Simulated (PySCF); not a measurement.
C4H14OSi2, SMILES C[Si](C)(C)CO[SiH3] at its GFN2-xTB optimised geometry (Å):

```
21

C      1.5966    -0.8413     0.0000
Si    -0.3080    -0.8413     0.0000
C     -0.9834    -1.6581     1.5870
C     -0.9973    -1.7565    -1.5262
C     -0.9388     0.9817     0.0000
O     -0.2134     1.8512    -0.8344
Si    -0.1111     1.9719    -2.4351
H      1.9825    -0.3303    -0.8773
H      1.9921    -0.3306     0.8735
H      1.9972    -1.8512    -0.0008
H     -2.0656    -1.5915     1.6416
H     -0.5815    -1.1912     2.4808
H     -0.7191    -2.7098     1.6215
H     -0.6575    -1.3012    -2.4511
H     -0.6811    -2.7956    -1.5364
H     -2.0839    -1.7474    -1.5371
H     -0.8661     1.4030     1.0077
H     -1.9972     1.0166    -0.2819
H      0.6028     0.8410    -3.0434
H      0.6406     3.2135    -2.5321
H     -1.4348     2.0377    -3.0660
```

Level of theory: PBE/def2-SVP (PySCF). Cells within 0.4 Å of a nucleus heavier than hydrogen are left out (blank, or x).

Map of the deformation density (molecule minus spherical neutral atoms) (e/bohr³) on the plane z = 0.0 Å:

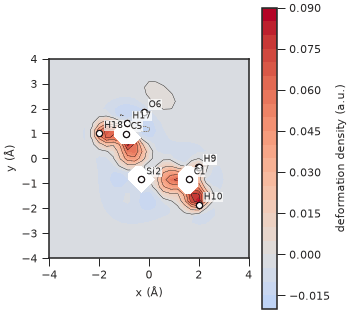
Figure: Deformation density (molecule minus spherical neutral atoms) (e/bohr³) on the plane z = 0.0 Å.
